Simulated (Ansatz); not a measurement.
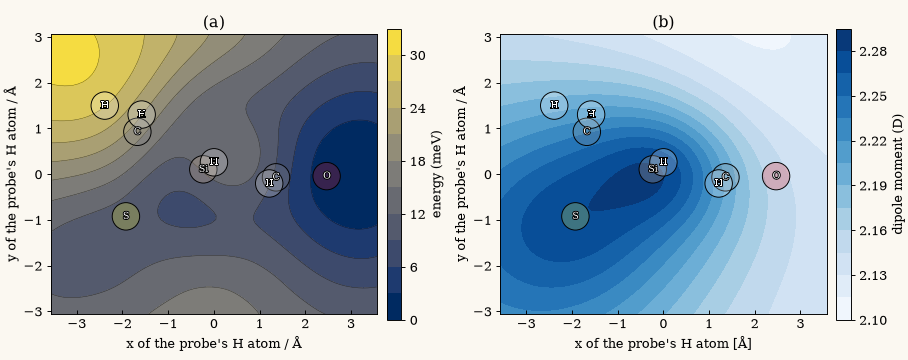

C₂H₄OSSi (SMILES O=C[SiH]1CS1) with the probe H2O. 
- The probe is moved over a plane parallel to the molecule's main plane, 4.59 Å above it.
- Coordinates scanned: (1) x of the probe's H atom; (2) y of the probe's H atom.
- Nothing is relaxed (molecule and probe rigid, the probe upright with H nearest the plane).
- The scan uses a 15 × 13 grid.
- Points are written as (first, second).
- Energies: meV, counted from the lowest grid point.
- These are results of RKS r2SCAN-D4/def2-SVP (Ansatz), not measurements.

Panel (a) is the energy; panel (b) is the computed dipole moment, in D.

In the figure: filled contours, labelled circles for the molecule's atoms, projected on the plane. Between grid points the surface is interpolated.

### How does the dipole moment vary over the map, and what is it at the lowest grid point?

Leaving out the highest fifth of the energies, it runs from 2.11 D at (2.04 Å, 3.06 Å) to 2.29 D at (−0.51 Å, 0.00 Å). At the lowest grid point, (3.06 Å, 0.00 Å), it is 2.14 D.

| y of the probe's H atom ↓, x of the probe's H atom → | −3.57 | −3.06 | −2.55 | −2.04 | −1.53 | −1.02 | −0.51 | 0.00 | 0.51 | 1.02 | 1.53 | 2.04 | 2.55 | 3.06 | 3.57 |
| --- | --- | --- | --- | --- | --- | --- | --- | --- | --- | --- | --- | --- | --- | --- | --- |
| 3.06 | 2.15 | 2.15 | 2.14 | 2.14 | 2.14 | 2.13 | 2.13 | 2.12 | 2.12 | 2.12 | 2.11 | 2.11 | 2.11 | 2.12 | 2.12 |
| 2.55 | 2.16 | 2.16 | 2.16 | 2.16 | 2.15 | 2.15 | 2.14 | 2.14 | 2.13 | 2.12 | 2.12 | 2.12 | 2.12 | 2.12 | 2.12 |
| 2.04 | 2.17 | 2.17 | 2.17 | 2.18 | 2.17 | 2.17 | 2.17 | 2.16 | 2.15 | 2.14 | 2.13 | 2.12 | 2.12 | 2.12 | 2.12 |
| 1.53 | 2.19 | 2.19 | 2.20 | 2.20 | 2.20 | 2.20 | 2.20 | 2.19 | 2.17 | 2.16 | 2.14 | 2.13 | 2.13 | 2.12 | 2.12 |
| 1.02 | 2.21 | 2.21 | 2.22 | 2.22 | 2.23 | 2.23 | 2.23 | 2.23 | 2.21 | 2.18 | 2.16 | 2.14 | 2.13 | 2.13 | 2.13 |
| 0.51 | 2.22 | 2.23 | 2.24 | 2.25 | 2.25 | 2.26 | 2.27 | 2.26 | 2.24 | 2.21 | 2.18 | 2.16 | 2.14 | 2.13 | 2.13 |
| 0.00 | 2.24 | 2.25 | 2.26 | 2.27 | 2.27 | 2.28 | 2.29 | 2.28 | 2.26 | 2.22 | 2.19 | 2.17 | 2.15 | 2.14 | 2.13 |
| −0.51 | 2.25 | 2.26 | 2.27 | 2.28 | 2.28 | 2.28 | 2.28 | 2.27 | 2.25 | 2.22 | 2.19 | 2.17 | 2.15 | 2.14 | 2.13 |
| −1.02 | 2.25 | 2.27 | 2.27 | 2.28 | 2.28 | 2.27 | 2.27 | 2.25 | 2.23 | 2.21 | 2.19 | 2.17 | 2.15 | 2.14 | 2.14 |
| −1.53 | 2.25 | 2.26 | 2.27 | 2.27 | 2.27 | 2.26 | 2.25 | 2.23 | 2.22 | 2.20 | 2.18 | 2.16 | 2.15 | 2.14 | 2.14 |
| −2.04 | 2.25 | 2.26 | 2.26 | 2.26 | 2.26 | 2.25 | 2.23 | 2.22 | 2.20 | 2.18 | 2.17 | 2.16 | 2.15 | 2.14 | 2.14 |
| −2.55 | 2.24 | 2.25 | 2.25 | 2.25 | 2.24 | 2.23 | 2.22 | 2.20 | 2.19 | 2.17 | 2.16 | 2.15 | 2.14 | 2.14 | 2.14 |
| −3.06 | 2.23 | 2.23 | 2.23 | 2.23 | 2.22 | 2.21 | 2.20 | 2.19 | 2.18 | 2.17 | 2.16 | 2.15 | 2.14 | 2.14 | 2.13 |
